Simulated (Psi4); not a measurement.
**HSE06/def2-SVP run of CH5AlO2 (SMILES C[Al](O)O)**

Aim: the vertical singlet–triplet gap of CH5AlO2 at HSE06/def2-SVP, from 2 runs. The job is set up through a Python script.

The calculation is run with Psi4 1.11.

## (1) Starting point

CH5AlO2 has 9 atoms, charge 0, and is taken as a singlet. As SMILES, `C[Al](O)O`. Geometry: relaxed at PBE0-D4/def2-TZVP. This is one conformer, not always the lowest.

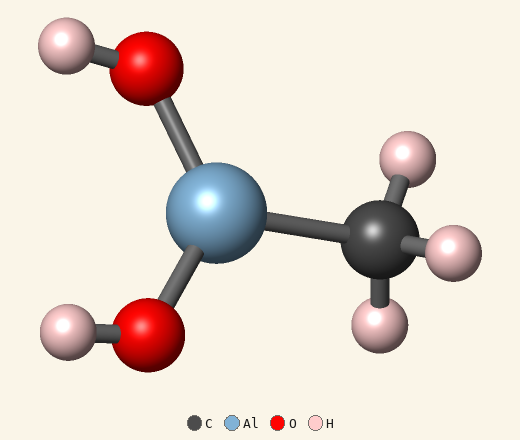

Viewed from a chosen angle; carbon dark grey, aluminium light blue, oxygen red, hydrogen pink.

## (2) A single-point energy at HSE06/def2-SVP

ch5alo2.xyz reads:

```xyz
9
CH5AlO2
C     -0.025110     1.109820    -1.034090
Al    -0.001290    -0.302910     0.285630
O      0.957740    -1.672870    -0.006720
O     -0.933740    -0.131550     1.694140
H     -0.226970     0.712350    -2.032300
H     -0.780650     1.863510    -0.803740
H      0.945840     1.611200    -1.084700
H      1.048330    -2.422320     0.577320
H     -0.984140    -0.767250     2.404460
```

run.py reads:

```python
import psi4

psi4.set_memory('2200 MB')
psi4.set_num_threads(1)
psi4.core.set_output_file('output.dat', False)

with open('ch5alo2.xyz') as f:
    atoms = ''.join(f.readlines()[2:])
mol = psi4.geometry('0 1\n' + atoms + 'symmetry c1')

options = {'basis': 'def2-SVP', 'puream': True, 'e_convergence': 1e-09, 'd_convergence': 1e-08, 'scf_type': 'pk', 'dft_radial_points': 99, 'dft_spherical_points': 590}
psi4.set_options(options)

result, w = psi4.energy("hse06", molecule=mol, return_wfn=True)
psi4.oeprop(w, "QUADRUPOLE", "MAYER_INDICES", "DIPOLE")
print('E =', round(result, 9))
```

Run with:

```sh
$ python run.py
```

output.dat:

```text
[...]
  Running in c1 symmetry.
[...]
  Nuclear repulsion =  158.332931051724813
[...]
  Multiplicity = 1
[...]
  Nalpha       = 20
  Nbeta        = 20
[...]
    Number of basis functions: 85
[...]
   @RKS iter   1:  -433.02091734564584   -3.37442e-01   1.35784e-02 DIIS/ADIIS
[...]
   @RKS iter  11:  -433.59083393327768   -1.42109e-12   2.63587e-09 DIIS
[...]
    Orbital Energies [Eh]
    ---------------------
    Doubly Occupied:
       1A    -56.121024     2A    -19.167953     3A    -19.167613
       4A    -10.186624     5A     -4.147989     6A     -2.684749
       7A     -2.680193     8A     -2.677357     9A     -0.960781
      10A     -0.951373    11A     -0.668494    12A     -0.499755
      13A     -0.479694    14A     -0.383370    15A     -0.381108
      16A     -0.350213    17A     -0.319496    18A     -0.304304
      19A     -0.299297    20A     -0.296434
[...]
  @RKS Final Energy:  -433.59083393327768
   => Energetics <=
    Nuclear Repulsion Energy =            158.3329310517248132
    One-Electron Energy =                -914.5950960877246416
    Two-Electron Energy =                 355.8326153806916068
    DFT Exchange-Correlation Energy =     -33.1612842779694432
    Empirical Dispersion Energy =           0.0000000000000000
    VV10 Nonlocal Energy =                  0.0000000000000000
    Total Energy =                       -433.5908339332776791
[...]
 Multipole Moments:
 ------------------------------------------------------------------------------------
     Multipole            Electronic (a.u.)      Nuclear  (a.u.)        Total (a.u.)
 ------------------------------------------------------------------------------------
 L = 1.  Multiply by 2.5417464519 to convert [e a0] to [Debye]
 Dipole X            :          0.0238062            0.0010824            0.0248886
 Dipole Y            :         -2.8975561            2.3336815           -0.5638746
 Dipole Z            :          2.7205005           -2.1954114            0.5250891
 Magnitude           :                                                    0.7709037
 L = 2.  Multiply by 1.3450342976 to convert [e a0^2] to [Debye ang]
 Quadrupole XX       :        -87.2453464           64.0647149          -23.1806315
 Quadrupole XY       :         51.3003125          -49.5178517            1.7824608
[...]
```

Standard output:

```text
E = -433.590833933
```

It took 58 s on 1 thread of Intel Xeon Platinum 8259CL at 2.50GHz (Skylake/Cascade Lake), shared host; peak memory 1.3 GiB.

## (3) The triplet: energy and gradient at UHSE06/def2-SVP

ch5alo2.xyz is that of step 2.

run.py reads:

```python
import psi4

psi4.set_memory('2200 MB')
psi4.set_num_threads(1)
psi4.set_output_file('ch5alo2.out', False)

with open('ch5alo2.xyz') as f:
    atoms = ''.join(f.readlines()[2:])
m = psi4.geometry('0 3\n' + atoms + 'symmetry c1')

options = {'basis': 'def2-SVP', 'reference': 'uks', 'puream': True, 'e_convergence': 1e-09, 'd_convergence': 1e-08, 'scf_type': 'pk', 'dft_radial_points': 99, 'dft_spherical_points': 590, 'maxiter': 100}
psi4.set_options(options)

E, wfn = psi4.gradient('hse06', molecule=m, return_wfn=True)
psi4.oeprop(wfn, 'MULLIKEN_CHARGES', 'LOWDIN_CHARGES', 'WIBERG_LOWDIN_INDICES')
print('gradient / Eh bohr^-1')
print(E.np.round(6))
print(f'energy = {wfn.energy():.10f} Eh')
for k, v in sorted(psi4.core.scalar_variables().items()):
    print(f'{k:45s} {v:18.10f}')
```

Run with:

```sh
$ python run.py
```

ch5alo2.out, shortened:

```text
[...]
  Running in c1 symmetry.
[...]
  Nuclear repulsion =  158.332931051724813
[...]
  Multiplicity = 3
[...]
  Nalpha       = 21
  Nbeta        = 19
[...]
    Number of basis functions: 85
[...]
   @UKS iter   1:  -432.88127762726191   -1.97802e-01   1.12720e-02 DIIS/ADIIS
[...]
   @UKS iter  28:  -433.33884495907029   -2.70575e-11   5.60922e-09 DIIS
[...]
   @S^2 Observed:                2.007515441E+00
[...]
  @UKS Final Energy:  -433.33884495907029
   => Energetics <=
    Nuclear Repulsion Energy =            158.3329310517248132
    One-Electron Energy =                -912.7474545084683086
    Two-Electron Energy =                 354.1252861399137828
    DFT Exchange-Correlation Energy =     -33.0496076422405807
    Empirical Dispersion Energy =           0.0000000000000000
    VV10 Nonlocal Energy =                  0.0000000000000000
    Total Energy =                       -433.3388449590702862
[...]
 Multipole Moments:
[...]
  -Total Gradient:
     Atom            X                  Y                   Z
    ------   -----------------  -----------------  -----------------
       1       -0.000971904727    -0.024084399573     0.022736829854
       2        0.001337426091    -0.003256095288     0.004722159682
       3       -0.020617532255     0.018470659884     0.032939060982
       4        0.021024469666    -0.031749428590    -0.021783268612
       5        0.002934684003     0.009888778592     0.004520274163
       6        0.007221662892    -0.001902337737    -0.007185885058
       7       -0.009603866986    -0.000129962474    -0.005362634271
       8       -0.005731084843     0.012782203235    -0.018606232038
       9        0.004407855150     0.019963830419    -0.011968965040
[...]
  Mulliken Charges: (a.u.)
   Center  Symbol    Alpha    Beta     Spin     Total
       1     C     3.26213  3.05505  0.20708 -0.31718
       2    AL     6.85011  5.96724  0.88286  0.18265
       3     O     4.30799  3.92125  0.38674 -0.22924
       4     O     4.30594  3.91988  0.38606 -0.22582
       5     H     0.46632  0.45401  0.01231  0.07967
       6     H     0.45759  0.45294  0.00465  0.08946
       7     H     0.47195  0.45292  0.01903  0.07513
       8     H     0.43823  0.38840  0.04982  0.17337
       9     H     0.43974  0.38830  0.05144  0.17196
   Total alpha = 21.00000, Total beta = 19.00000, Total charge =  0.00000
[...]
```

Standard output:

```text
gradient / Eh bohr^-1
[[-0.000972 -0.024084  0.022737]
 [ 0.001337 -0.003256  0.004722]
 [-0.020618  0.018471  0.032939]
 [ 0.021024 -0.031749 -0.021783]
 [ 0.002935  0.009889  0.00452 ]
 [ 0.007222 -0.001902 -0.007186]
 [-0.009604 -0.00013  -0.005363]
 [-0.005731  0.012782 -0.018606]
 [ 0.004408  0.019964 -0.011969]]
energy = -433.3388449591 Eh
CURRENT ENERGY                                   -433.3388449591
CURRENT REFERENCE ENERGY                         -433.3388449591
DD SOLVATION ENERGY                                 0.0000000000
DFT FUNCTIONAL TOTAL ENERGY                      -433.3388449591
DFT TOTAL ENERGY                                 -433.3388449591
DFT VV10 ENERGY                                     0.0000000000
DFT XC ENERGY                                     -33.0496076422
GRID ELECTRONS ALPHA                               21.0000002404
GRID ELECTRONS BETA                                18.9999997917
GRID ELECTRONS TOTAL                               40.0000000321
NUCLEAR REPULSION ENERGY                          158.3329310517
ONE-ELECTRON ENERGY                              -912.7474545085
PCM POLARIZATION ENERGY                             0.0000000000
PE ENERGY                                           0.0000000000
SCF ITERATION ENERGY                             -433.3388449591
SCF ITERATIONS                                     28.0000000000
SCF TOTAL ENERGY                                 -433.3388449591
TWO-ELECTRON ENERGY                               354.1252861399
XC GRID RADIAL POINTS                              99.0000000000
XC GRID SPHERICAL POINTS                          590.0000000000
XC GRID TOTAL POINTS                           500651.0000000000
```

Run time: 2.8 min. Hardware: 1 thread of Intel Xeon Platinum 8259CL at 2.50GHz (Skylake/Cascade Lake), shared host; peak memory 1.3 GiB.

## (4) Outcome

Level: HSE06/def2-SVP.

| quantity | value |
| --- | --- |
| singlet: total energy | -433.59083 Eh |
| singlet: dipole moment | 1.96 D |
| singlet: HOMO energy | -8.07 eV |
| singlet: LUMO energy | -0.18 eV |
| singlet: HOMO–LUMO gap | 7.89 eV |
| triplet: total energy | -433.33884 Eh |
| triplet: dipole moment | 0.64 D |
| triplet: HOMO energy (highest over α and β) | -1.82 eV |
| triplet: ⟨S²⟩ | 2.008 |
| triplet: largest force on an atom | 2.256 eV/Å |
| vertical energy of the triplet above the singlet | 6.857 eV |

At this shape the triplet lies 6.86 eV (662 kJ/mol) above the singlet.
